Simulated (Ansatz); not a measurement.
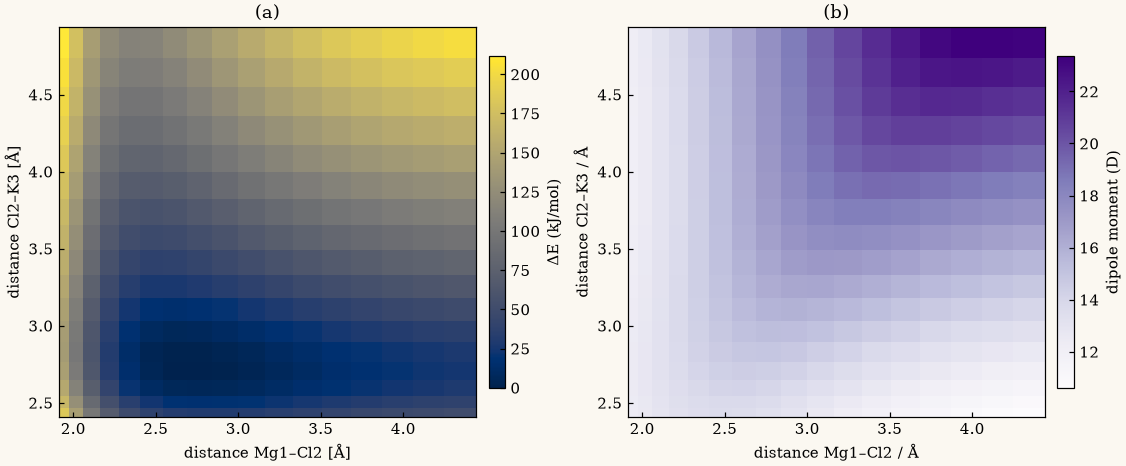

The system Mg + ClK. The first coordinate is: distance Mg1–Cl2; the second: distance Cl2–K3. Nothing is relaxed (the angle Mg1–Cl2–K3 is fixed at 180 degrees). The scan uses a 17 × 17 grid. Points are written as (first, second). Energies: kJ/mol, counted from the lowest grid point. Theory: Ansatz, RKS PBE0-D4/def2-SVPD.

Panel (a) is the energy; panel (b) is the computed dipole moment, in D.

The picture shows one coloured cell a grid point.

Q: How does the dipole moment vary over the map, and what is it at the lowest grid point?

A: Leaving out the highest fifth of the energies, it runs from 10.6 D at (4.344 Å, 2.440 Å) to 20.0 D at (3.595 Å, 4.091 Å). At the lowest grid point, (2.763 Å, 2.712 Å), it is 14.4 D.
